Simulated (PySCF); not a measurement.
Al3H9 ((H2Al-mu-H)3)

```yaml
atoms:
  - { symbol: Al, position_ang: [-0.6594, 0.9514, -0.8986] }
  - { symbol: H, position_ang: [-1.4439, 1.9659, -1.8040] }
  - { symbol: H, position_ang: [-0.8300, 1.1882, 0.8775] }
  - { symbol: H, position_ang: [0.9827, 1.3916, -0.3755] }
  - { symbol: Al, position_ang: [0.7647, 0.4836, 1.1756] }
  - { symbol: H, position_ang: [1.5187, -0.7627, 0.1629] }
  - { symbol: H, position_ang: [1.5812, 1.0065, 2.4102] }
  - { symbol: H, position_ang: [-0.2781, -0.9639, 1.4414] }
  - { symbol: Al, position_ang: [-0.0755, -1.4572, -0.2629] }
  - { symbol: H, position_ang: [-0.1069, -2.9924, -0.5894] }
  - { symbol: H, position_ang: [-1.5739, -0.5297, -0.4113] }
  - { symbol: H, position_ang: [0.2359, -0.3638, -1.6749] }
```

Geometry: PBE0-D3(BJ)/def2-SVP.

Method: PySCF 2.14.0, wB97X-D/def2-SVPD, SCF density, gas phase.

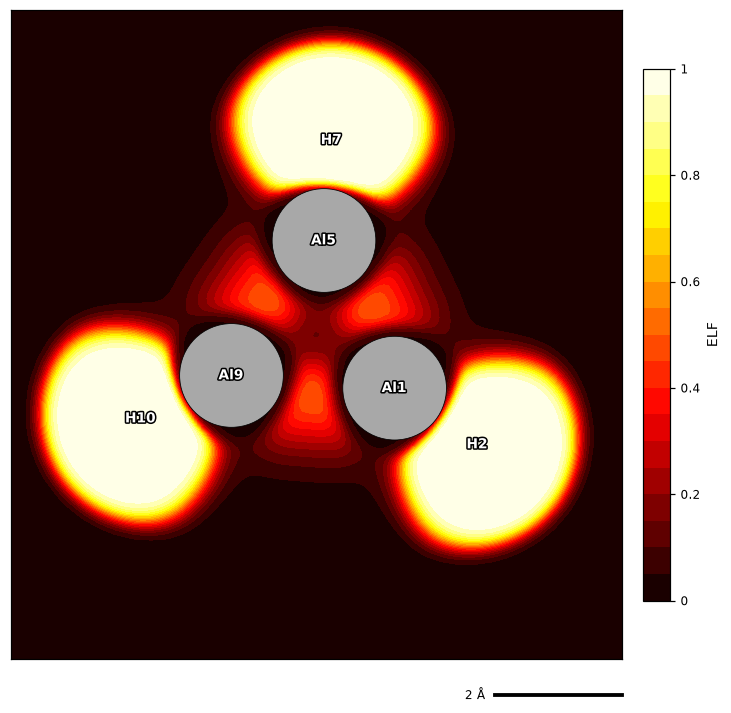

Figure 1. Electron localisation function on the plane of atoms H7, Al5 and Al9. Grey discs cover the atomic cores.

Read the bonding off the picture.

- Atoms in the plane: Al and H.
- Al–Al (2.56 Å): the ELF is about 0.45 at the midpoint.
- Al–H (1.57 Å): the ELF climbs to about 1 towards the hydrogen.

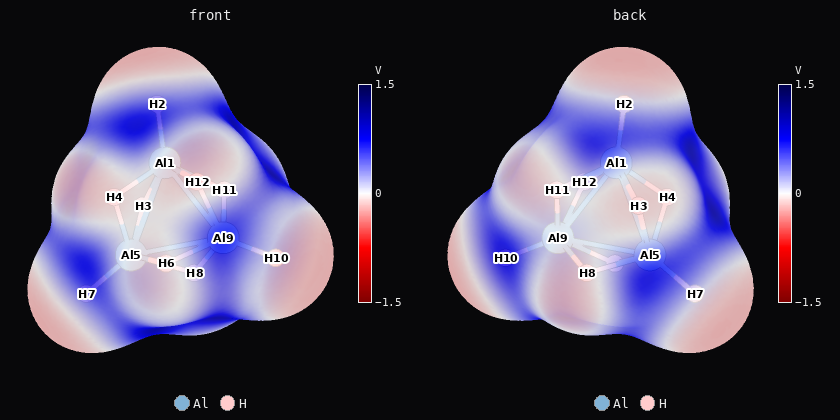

Figure 2. The molecular electrostatic potential painted on the density surface at 0.001 e/bohr³, seen from the front and from behind; red is negative and blue positive.

Which sites attract a positive test charge, and which a negative one?

A positive charge is drawn to the negative regions and a negative charge to the positive ones. The most negative region (about −0.2 V) lies over the H atoms, the most positive (about +1.0 V, or +23 kcal/mol for a unit charge) over Al1, Al5 and Al9.
